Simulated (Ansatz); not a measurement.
# ClF4HMoO (SMILES [OH][Mo]([F])([F])([F])([F])[Cl]): what the fields show

| atom | x (Å) | y (Å) | z (Å) |
| --- | --- | --- | --- |
| Cl | -0.7543 | -0.8929 | -1.3178 |
| F | 1.1498 | 0.8260 | 0.2508 |
| F | 0.2220 | 0.2523 | 2.5273 |
| F | -1.5086 | -1.3121 | 1.5629 |
| F | 0.9032 | -1.6297 | 0.8415 |
| Mo | -0.2485 | -0.2111 | 0.8188 |
| O | -1.4346 | 1.1326 | 0.6063 |
| H | -2.0882 | 1.6345 | 0.1040 |

Geometry: PBE0-D4/def2-SVP; core potentials replace the inner electrons of Mo.

These are results of isolated molecule in a Gaussian basis; Kohn-Sham density functional theory, functional PBE0 in Ansatz 0.2.0, not measurements.

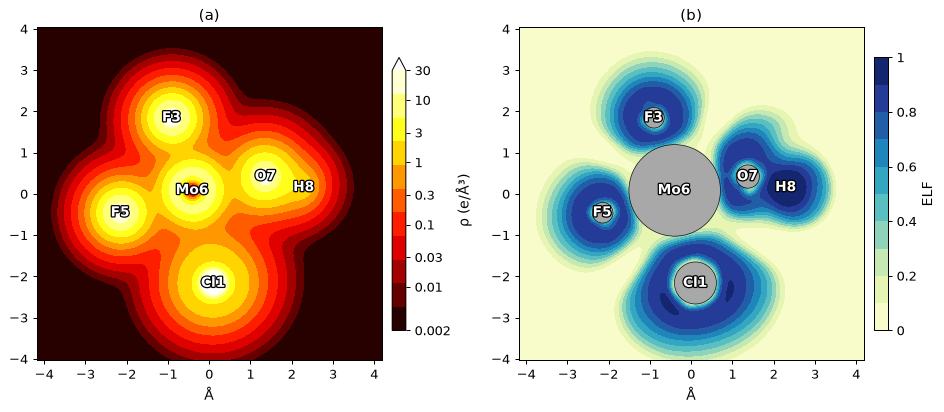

Figure 1. (a) electron density; (b) ELF on the plane of atoms F3, Mo6 and F5. Grey discs cover the atomic cores in the ELF map.

> Interpret the plot.

- The section cuts through Cl, F, Mo, O and H sites.
- Mo–O (1.80 Å): ρ at the midpoint is about 1.3 e/Å³; the ELF peaks at about 0.80 in the valence shell of O, 0.5 Å from its nucleus, and drops to about 0.25 between the two atoms.
- Mo–F (1.83 Å): ρ is about 1.2 e/Å³ halfway; the ELF peaks at about 0.85 in the valence shell of F, 0.5 Å from its nucleus, and drops to about 0.25 between the two atoms.
- Mo–Cl (2.30 Å): the density is about 0.66 e/Å³ at the midpoint; the ELF peaks at about 0.85 in the valence shell of Cl, 0.8 Å from its nucleus, and is about 0.40 at the midpoint.
- O–H (0.97 Å): the density is about 3.7 e/Å³ at the midpoint; the ELF climbs to about 1 towards the hydrogen, as it does in any bond to H; an ordinary covalent bond to hydrogen.

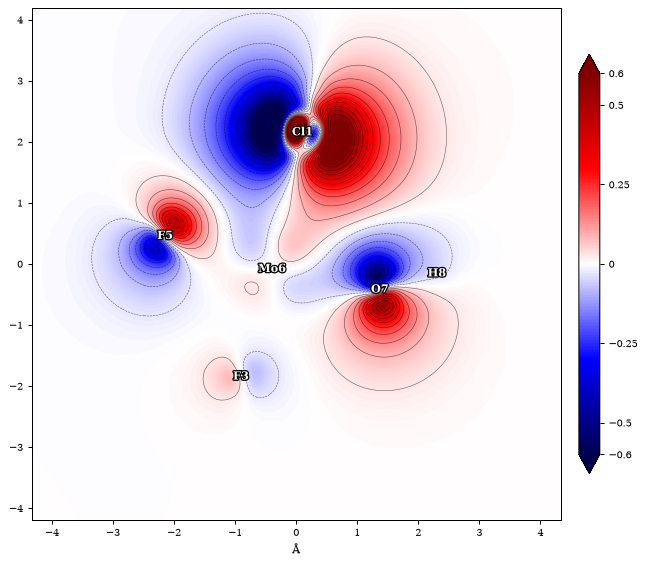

Figure 2. One frontier orbital on the plane of atoms F3, Mo6 and O7 (values in Å⁻³ᐟ²; the overall sign is arbitrary).

> Which orbital is it: HOMO or LUMO?

The HOMO, at −9.75 eV. Its weight (Hirshfeld) is mainly on Cl1 (about 85 %) and O7 (about 10 %); largely a lone pair of Cl1.

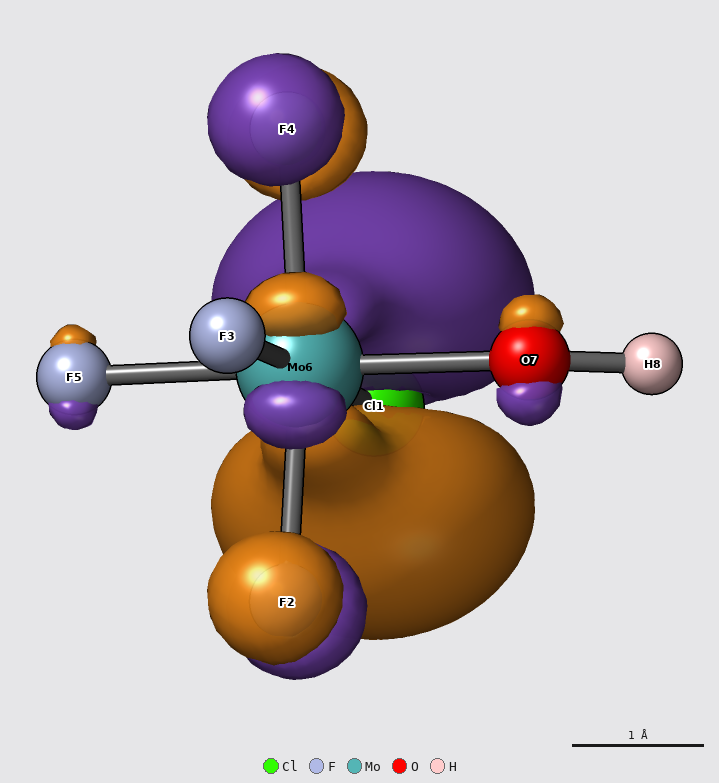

Figure 3. The HOMO−1 at ±0.1 Å⁻³ᐟ² (orange and purple are the two phases), seen from one side.

> What is the character of this orbital?

Its weight (Hirshfeld) is mainly on Cl1 (about 80 %); largely a lone pair of Cl1. Its energy is −10.01 eV.
